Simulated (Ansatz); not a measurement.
The calculation's input:

```
crystal:
  periodic: [false, false, false]
  atoms:
    - { symbol: "N", position_ang: [-0.76122, -0.88886, -0.71053] }
    - { symbol: C, position_ang: [-0.1592, 0.20851, -0.82851] }
    - { symbol: Zn, position_ang: [0.79644, 0.88327, 0.83937] }
    - { symbol: H, position_ang: [-0.72572, -1.34494, 0.20739] }
    - { symbol: H, position_ang: [-0.24716, 0.6244, -1.83051] }
    - { symbol: H, position_ang: [0.43381, 1.00855, -0.38537] }
magnetization:
  spin_polarized: true
basis:
  gaussian: { orbitals: def2-SVP }
hamiltonian:
  xc: hf
relax:
  f_tol: 0.02
  max_steps: 50
output:
  orbitals: {}
```

Launched as:

```sh
ansatz run input.yaml --threads 1 --pin off --max-ram 2048MiB --backend cpu --events-out ev --progress --plain --runs-dir out
```

The fields are those of the relaxed geometry.

At this geometry the atoms fall into two loosely joined parts.

All numbers below come from Ansatz 0.2.0, UHF/def2-SVP.

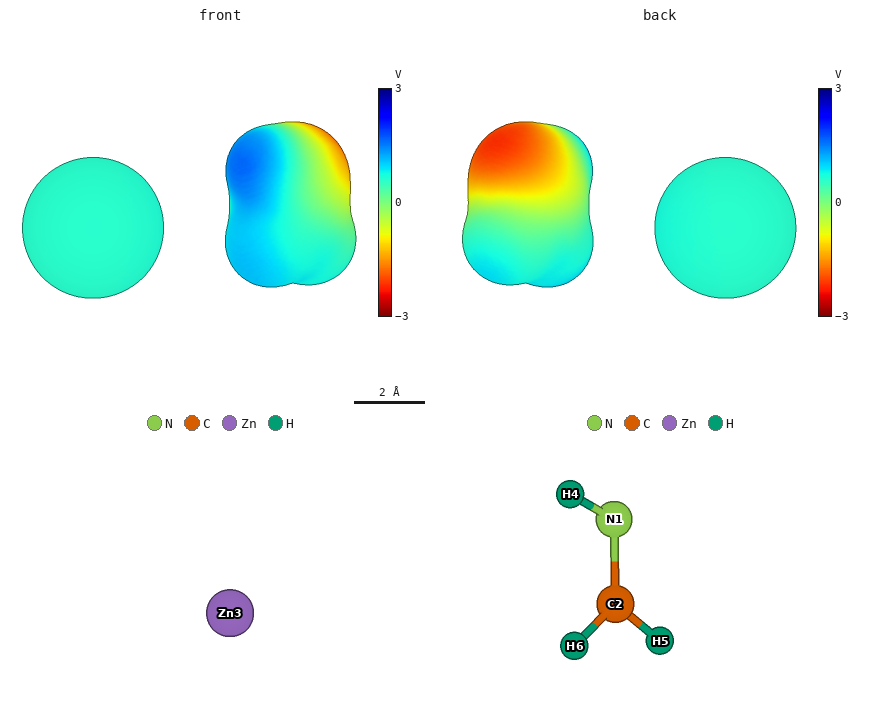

CH$_{3}$NZn. The electrostatic potential painted on the density surface at 0.002 e/bohr³, seen from the front and from behind; red is negative and blue positive. The bare structure is drawn below in the same view.

Describe the electrostatic potential map.

Answer. The most negative region (about −2.1 V) lies over N1, the most positive (about +1.6 V) over H4. N1 is the likeliest acceptor of a hydrogen bond.
